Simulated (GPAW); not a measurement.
**Calculation of the molecule and its ions of SiH2F2 (part 2 of 3)**

The same run, continued: SiH2F2, SMILES [H][Si]([H])(F)F; C09-vdW/dzp, scalar-relativistic datasets (GPAW 26.7.0). The geometry comes from this level: GFN2-xTB.

Geometry of the input (Å):
```
Si -0.0914  0.0006  -0.0643
F  0.0092  -0.0188  1.5265
F  1.4360  0.0106  -0.5197
H  -0.6801  1.2578  -0.4555
H  -0.6737  -1.2502  -0.4869
```

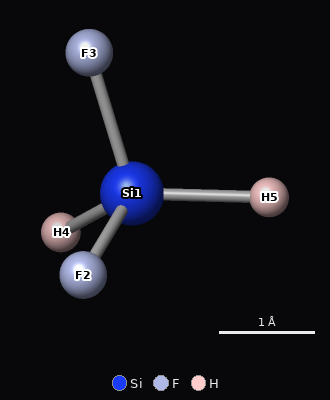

*The input geometry (ball-and-stick view, seen at a tilt; atoms are numbered from 1 in the order of the input).*

### The program's output, continued
```
Energy contributions:
  Kinetic:          29.906152
  Coulomb:         -28.127611
  Zero:              0.353373
  External:          0.000000
  Xc:               -6.758319
  Entropy:           0.000000
  Spinorbit:         0.000000
  ----------------------------
  Free energy:      -4.626405
  Extrapolated:     -4.626405

dipole moment: (-0.314839, 0.001824, -0.220315)  # |e|*Ang

Fermi level: -4.317
Eigenvalues  # (at kpt = [0.000, 0.000, 0.000])
| band index |      eig [eV] | occ [0-2] |
|------------|---------------|-----------|
|          0 |       -29.734 |     2.000 |
|        ... |               |           |
|          2 |       -14.084 |     2.000 |
|          3 |       -11.578 |     2.000 |
|          4 |       -11.286 |     2.000 |
|          5 |       -11.214 |     2.000 |
|          6 |        -9.847 |     2.000 |
|          7 |        -9.761 |     2.000 |
|          8 |        -9.512 |     2.000 |
|          9 |        -8.302 |     2.000 |
|         10 |        -0.333 |     0.000 |
|         11 |         0.220 |     0.000 |
|         12 |         1.831 |     0.000 |
|         13 |         3.442 |     0.000 |

Gap: 7.969 eV
Transition (v -> c):
  (s=0, k=0, n=9, [0.00, 0.00, 0.00]) -> (s=0, k=0, n=10, [0.00, 0.00, 0.00])
No difference between direct/indirect transitions
vacuum-level: 0.000  # V
neutral        -4.62641 eV
  __  _  _
 | _ |_)|_||  |
 |__||  | ||/\| - 26.7.0

units:  Angstrom and eV
cores:  1
OpenMP: False

Versions:
  Python: 3.12.14
  ASE:    3.29.0
  Numpy:  2.5.5
  Scipy:  1.18.1
  Libxc:  7.0.0

Input parameters:
  mode=LCAO(),
  basis={'default': 'dzp'},
  charge=1,
  h=0.18,
  maxiter=100,
  occupations=Occupations(name='fermi-dirac', width=0.0, fixmagmom=True),
  symmetry=Symmetry(point_group=False, time_reversal=False),
  xc=XC(name='C09-vdW', backend='libvdwxc')

timing:  # [seconds]
  Total: 111.391  # ━━━━━━━━━━━━━━━━━━━━━━━━━━━━━━━━━━━━━━━━━━━━━━━━━━━━━━━━━
  Init:   33.163  # ━━━━━━━━━━━━━━━━━
  SCF:    78.029  # ━━━━━━━━━━━━━━━━━━━━━━━━━━━━━━━━━━━━━━━━

Max RSS: 1692.723  # MiB
        .----------------------------.
       /|                            |
      / |                            |
     /  |                            |
    /   |                            |
   /    |                            |
  /     |                            |
 *      |                            |
 |      |                            |
 |      |                            |
 |      |         F                  |
 |      |        H                   |
 |      |         Si  F              |
 |      |       H                    |
 |      |                            |
 |      .----------------------------.
 |     /                            /
 |    /                            /
 |   /                            /
 |  /                            /
 | /                            /
 |/                            /
 *----------------------------*

Atoms  # Å, Bohr magnetons
|   | symbol |        x |        y |        z |    initial magnetic moments |
|---|--------|----------|----------|----------|-----------------------------|
| 0 |     Si | 5.530700 | 5.996735 | 5.432330 | ( 0.0000,  0.0000,  0.2000) |
| 1 |      F | 5.631300 | 5.977335 | 7.023120 | ( 0.0000,  0.0000,  0.2000) |
| 2 |      F | 7.058080 | 6.006805 | 4.976880 | ( 0.0000,  0.0000,  0.2000) |
| 3 |      H | 4.941920 | 7.253975 | 5.041080 | ( 0.0000,  0.0000,  0.2000) |
| 4 |      H | 4.948320 | 4.746025 | 5.009700 | ( 0.0000,  0.0000,  0.2000) |

Unit cell  # Å
| periodic |         x |         y |         z |   lengths |    angles |
|----------|-----------|-----------|-----------|-----------|-----------|
|       no | 12.000000 |  0.000000 |  0.000000 | 12.000000 | 90.000000 |
|       no |  0.000000 | 12.000000 |  0.000000 | 12.000000 | 90.000000 |
|       no |  0.000000 |  0.000000 | 12.000000 | 12.000000 | 90.000000 |

Number of symmetries: 1
Symmetry operations  # r_c * U_cc + t_c -> r_c
|   | kind |            matrix            |
|---|------|------------------------------|
| 0 |  E   |  1, 0, 0,  0, 1, 0,  0, 0, 1 |

BZ-sampling:
  Number of BZ points: 1
  Number of IBZ points: 1

  Monkhorst-Pack size: [1, 1, 1]
  Monkhorst-Pack shift: [0, 0, 0]

K-points  # in reciprocal-cell coordinates
|   |                                coordinates |     weight |
|---|--------------------------------------------|------------|
| 0 | (  0.00000000,   0.00000000,   0.00000000) | 1.00000000 |

basis functions: 49
Spin-components: 2 (collinear spins)
Bands:           14
Projectors:      21
Spin-degeneracy: 1
Datatype:        <class 'float'>

  Storage: CPU
  Wave functions: 10_976 bytes (10_976 per core)

Parallelization:
  kpt:    1
  domain: 1
  band:   1

Density:
  Valence electrons: 20.0
  Components: 2
  Grid points: [68 68 68]
  Charge: 1.0  # |e|

Potential:
  Grid points: [68 68 68]

species:
  Si:
    name:    Silicon
    Z:       14.0
    valence: 4
    core:    10
    charge:  0.0  # [|e|]
    file:    Si.PBE.gz
    compensation charges:
      type: gauss
      rc: 0.33  # [Å]
      lmax: 2
    cutoffs:
      filter: 1.86  # [Å]
      core: 2.06  # [Å]
    projectors
    | kind |    occ | energy [eV] | rcut [Å] |
    |------|--------|-------------|----------|
    |   3s |  2.000 |     -10.812 |    1.058 |
    |   3p |  2.000 |      -4.081 |    1.058 |
    |    s |        |      16.399 |    1.058 |
    |    p |        |      23.130 |    1.058 |
    |    d |        |       0.000 |    1.058 |

    LCAO basis set for Si:
      Name: dzp
      File: Si.dzp.basis.gz
      Number of radial functions: 5
      Number of spherical harmonics: 13
        l=0, rc=6.8594 Bohr: 3s-sz confined orbital
        l=1, rc=9.0625 Bohr: 3p-sz confined orbital
        l=0, rc=3.8906 Bohr: 3s-dz split-valence wave
        l=1, rc=5.2344 Bohr: 3p-dz split-valence wave
        l=2, rc=9.0625 Bohr: d-type Gaussian polarization
      Number of RI-basis functions 0

  F:
    name:    Fluorine
    Z:       9.0
    valence: 7
    core:    2
    charge:  0.0  # [|e|]
    file:    F.PBE.gz
    compensation charges:
      type: gauss
      rc: 0.20  # [Å]
      lmax: 2
    cutoffs:
      filter: 1.14  # [Å]
      core: 0.74  # [Å]
    projectors
    | kind |    occ | energy [eV] | rcut [Å] |
    |------|--------|-------------|----------|
    |   2s |  2.000 |     -29.898 |    0.635 |
    |   2p |  5.000 |     -11.110 |    0.635 |
    |    s |        |      -2.687 |    0.635 |
    |    p |        |      16.102 |    0.635 |
    |    d |        |       0.000 |    0.635 |

    LCAO basis set for F:
      Name: dzp
      File: F.dzp.basis.gz
      Number of radial functions: 5
      Number of spherical harmonics: 13
        l=0, rc=3.8594 Bohr: 2s-sz confined orbital
        l=1, rc=4.8750 Bohr: 2p-sz confined orbital
        l=0, rc=2.0156 Bohr: 2s-dz split-valence wave
        l=1, rc=2.6094 Bohr: 2p-dz split-valence wave
        l=2, rc=4.8750 Bohr: d-type Gaussian polarization
      Number of RI-basis functions 0

  H:
    name:    Hydrogen
    Z:       1.0
    valence: 1
    core:    0
    charge:  0.0  # [|e|]
    file:    H.PBE.gz
    compensation charges:
      type: gauss
      rc: 0.15  # [Å]
      lmax: 2
    cutoffs:
      filter: 0.85  # [Å]
      core: 0.53  # [Å]
    projectors
    | kind |    occ | energy [eV] | rcut [Å] |
    |------|--------|-------------|----------|
    |   1s |  1.000 |      -6.494 |    0.476 |
    |    s |        |      20.717 |    0.476 |
    |    p |        |       0.000 |    0.476 |

    LCAO basis set for H:
      Name: dzp
      File: H.dzp.basis.gz
      Number of radial functions: 3
      Number of spherical harmonics: 5
        l=0, rc=6.4219 Bohr: 1s-sz confined orbital
        l=0, rc=3.6094 Bohr: 1s-dz split-valence wave
        l=1, rc=6.4219 Bohr: p-type Gaussian polarization
      Number of RI-basis functions 0

Reference energy: -13339.486145  # eV

eigensolver:
  <gpaw.new.lcao.eigensolver.LCAOEigensolver object at 0x7fb000442630>
density mixing:
  MSR1-Mixer
  Pratt-step length: 0.05
  Maximum mixing coefficient: 0.75
  Old densities: 10
  SVD Regularization: 0.005
  Good broyden scale: 1.0
  Trust region scale: 1.0
  Backstep threshold: 4.0
  History deletion threshold: 6.0
  Fourier metric: weight=20.0, sigma=0.015

occupation numbers:
  Fixed magnetic moment: 1.000
  # Zero width

FastPoissonSolver using
    Stencil: 6*3+1=19 point O(h^6) finite-difference Laplacian
    FFT axes: []
    FST axes: [np.int64(0), np.int64(1), np.int64(2)]

xc functional:
  name: vdW-C09 with libvdwxc
  Mode: serial
  Semilocal: GGA_X_C09X+LDA_C_PW with 2 nearest neighbor stencil
  Corresponding non-local functional: vdW-DF
  Local blocksize: 136 x 136 x 136
  PAW datasets: PBE
interpolation: tri-quintic # 5. degree polynomial

        .----------------------------.
       /|                            |
      / |                            |
     /  |                            |
    /   |                            |
   /    |                            |
  /     |                            |
 *      |                            |
 |      |                            |
 |      |                            |
 |      |         F                  |
 |      |        H                   |
 |      |         Si  F              |
 |      |       H                    |
 |      |                            |
 |      .----------------------------.
 |     /                            /
 |    /                            /
 |   /                            /
 |  /                            /
 | /                            /
 |/                            /
 *----------------------------*

Atoms  # Å, Bohr magnetons
|   | symbol |        x |        y |        z |    initial magnetic moments |
|---|--------|----------|----------|----------|-----------------------------|
| 0 |     Si | 5.530700 | 5.996735 | 5.432330 | ( 0.0000,  0.0000,  0.2000) |
| 1 |      F | 5.631300 | 5.977335 | 7.023120 | ( 0.0000,  0.0000,  0.2000) |
| 2 |      F | 7.058080 | 6.006805 | 4.976880 | ( 0.0000,  0.0000,  0.2000) |
| 3 |      H | 4.941920 | 7.253975 | 5.041080 | ( 0.0000,  0.0000,  0.2000) |
| 4 |      H | 4.948320 | 4.746025 | 5.009700 | ( 0.0000,  0.0000,  0.2000) |

Unit cell  # Å
| periodic |         x |         y |         z |   lengths |    angles |
|----------|-----------|-----------|-----------|-----------|-----------|
|       no | 12.000000 |  0.000000 |  0.000000 | 12.000000 | 90.000000 |
|       no |  0.000000 | 12.000000 |  0.000000 | 12.000000 | 90.000000 |
|       no |  0.000000 |  0.000000 | 12.000000 | 12.000000 | 90.000000 |

Number of symmetries: 1
Symmetry operations  # r_c * U_cc + t_c -> r_c
|   | kind |            matrix            |
|---|------|------------------------------|
| 0 |  E   |  1, 0, 0,  0, 1, 0,  0, 0, 1 |

BZ-sampling:
  Number of BZ points: 1
  Number of IBZ points: 1

  Monkhorst-Pack size: [1, 1, 1]
  Monkhorst-Pack shift: [0, 0, 0]

K-points  # in reciprocal-cell coordinates
|   |                                coordinates |     weight |
|---|--------------------------------------------|------------|
| 0 | (  0.00000000,   0.00000000,   0.00000000) | 1.00000000 |

basis functions: 49
Spin-components: 2 (collinear spins)
Bands:           14
Projectors:      21
Spin-degeneracy: 1
Datatype:        <class 'float'>

  Storage: CPU
  Wave functions: 10_976 bytes (10_976 per core)

Parallelization:
  kpt:    1
  domain: 1
  band:   1

Density:
  Valence electrons: 20.0
  Components: 2
  Grid points: [68 68 68]
  Charge: 1.0  # |e|

Potential:
  Grid points: [68 68 68]

species:
  Si:
    name:    Silicon
    Z:       14.0
    valence: 4
    core:    10
    charge:  0.0  # [|e|]
    file:    Si.PBE.gz
    compensation charges:
      type: gauss
      rc: 0.33  # [Å]
      lmax: 2
    cutoffs:
      filter: 1.86  # [Å]
      core: 2.06  # [Å]
    projectors
    | kind |    occ | energy [eV] | rcut [Å] |
    |------|--------|-------------|----------|
    |   3s |  2.000 |     -10.812 |    1.058 |
    |   3p |  2.000 |      -4.081 |    1.058 |
    |    s |        |      16.399 |    1.058 |
    |    p |        |      23.130 |    1.058 |
    |    d |        |       0.000 |    1.058 |

    LCAO basis set for Si:
      Name: dzp
      File: Si.dzp.basis.gz
      Number of radial functions: 5
      Number of spherical harmonics: 13
        l=0, rc=6.8594 Bohr: 3s-sz confined orbital
        l=1, rc=9.0625 Bohr: 3p-sz confined orbital
        l=0, rc=3.8906 Bohr: 3s-dz split-valence wave
        l=1, rc=5.2344 Bohr: 3p-dz split-valence wave
        l=2, rc=9.0625 Bohr: d-type Gaussian polarization
      Number of RI-basis functions 0

  F:
    name:    Fluorine
    Z:       9.0
    valence: 7
    core:    2
    charge:  0.0  # [|e|]
    file:    F.PBE.gz
    compensation charges:
      type: gauss
      rc: 0.20  # [Å]
      lmax: 2
    cutoffs:
      filter: 1.14  # [Å]
      core: 0.74  # [Å]
    projectors
    | kind |    occ | energy [eV] | rcut [Å] |
    |------|--------|-------------|----------|
    |   2s |  2.000 |     -29.898 |    0.635 |
    |   2p |  5.000 |     -11.110 |    0.635 |
    |    s |        |      -2.687 |    0.635 |
    |    p |        |      16.102 |    0.635 |
    |    d |        |       0.000 |    0.635 |

    LCAO basis set for F:
      Name: dzp
      File: F.dzp.basis.gz
      Number of radial functions: 5
      Number of spherical harmonics: 13
        l=0, rc=3.8594 Bohr: 2s-sz confined orbital
        l=1, rc=4.8750 Bohr: 2p-sz confined orbital
        l=0, rc=2.0156 Bohr: 2s-dz split-valence wave
        l=1, rc=2.6094 Bohr: 2p-dz split-valence wave
        l=2, rc=4.8750 Bohr: d-type Gaussian polarization
      Number of RI-basis functions 0

  H:
    name:    Hydrogen
    Z:       1.0
    valence: 1
    core:    0
    charge:  0.0  # [|e|]
    file:    H.PBE.gz
    compensation charges:
      type: gauss
      rc: 0.15  # [Å]
      lmax: 2
    cutoffs:
      filter: 0.85  # [Å]
      core: 0.53  # [Å]
    projectors
    | kind |    occ | energy [eV] | rcut [Å] |
    |------|--------|-------------|----------|
    |   1s |  1.000 |      -6.494 |    0.476 |
    |    s |        |      20.717 |    0.476 |
    |    p |        |       0.000 |    0.476 |

    LCAO basis set for H:
      Name: dzp
      File: H.dzp.basis.gz
      Number of radial functions: 3
      Number of spherical harmonics: 5
        l=0, rc=6.4219 Bohr: 1s-sz confined orbital
        l=0, rc=3.6094 Bohr: 1s-dz split-valence wave
        l=1, rc=6.4219 Bohr: p-type Gaussian polarization
      Number of RI-basis functions 0

Reference energy: -13339.486145  # eV

eigensolver:
  <gpaw.new.lcao.eigensolver.LCAOEigensolver object at 0x7fb0005ce3c0>
density mixing:
  MSR1-Mixer
  Pratt-step length: 0.05
  Maximum mixing coefficient: 0.75
  Old densities: 10
  SVD Regularization: 0.005
  Good broyden scale: 1.0
  Trust region scale: 1.0
  Backstep threshold: 4.0
  History deletion threshold: 6.0
  Fourier metric: weight=20.0, sigma=0.015

occupation numbers:
  Fixed magnetic moment: 1.000
  # Zero width

FastPoissonSolver using
    Stencil: 6*3+1=19 point O(h^6) finite-difference Laplacian
    FFT axes: []
    FST axes: [np.int64(0), np.int64(1), np.int64(2)]

xc functional:
  name: vdW-C09 with libvdwxc
  Mode: serial
  Semilocal: GGA_X_C09X+LDA_C_PW with 2 nearest neighbor stencil
  Corresponding non-local functional: vdW-DF
  Local blocksize: 136 x 136 x 136
  PAW datasets: PBE
interpolation: tri-quintic # 5. degree polynomial

Initialization done in: 46.615 s

convergence criteria:
- Maximum [total energy] change in last 3 cyles: 0.0005 eV / valence electron
- Maximum integral of absolute [dens]ity change: 0.0001 electrons / valence electron
- Maximum integral of absolute [eigenst]ate change: 4e-08 eV^2 / valence electron
maximum number of iterations: 100

SCF iterations
|iter     |     time |      energy | eigst |  dens |  magmom |
|---------|----------|-------------|-------|-------|---------|
|iter:   1| 00:02:38 |    5.178043 |      c|       |  +0.9998|
|iter:   2| 00:02:51 |    5.828251 |      c| -0.69 |  +0.9998|
|iter:   3| 00:03:07 |    7.398070 |      c| -0.74 |  +0.9999|
|iter:   4| 00:03:21 |    7.482555 |      c| -1.14 |  +0.9999|
|iter:   5| 00:03:34 |    7.522160 |      c| -1.41 |  +1.0000|
|iter:   6| 00:03:49 |    7.519964 |      c| -2.01 |  +1.0000|
|iter:   7| 00:04:05 |    7.522060c|      c| -2.15 |  +1.0000|
|iter:   8| 00:04:22 |    7.522021c|      c| -2.64 |  +1.0000|
|iter:   9| 00:04:36 |    7.521988c|      c| -3.06 |  +1.0000|
|iter:  10| 00:04:49 |    7.521981c|      c| -3.55 |  +1.0000|
|iter:  11| 00:05:03 |    7.521981c|      c| -4.12c|  +1.0000|
```
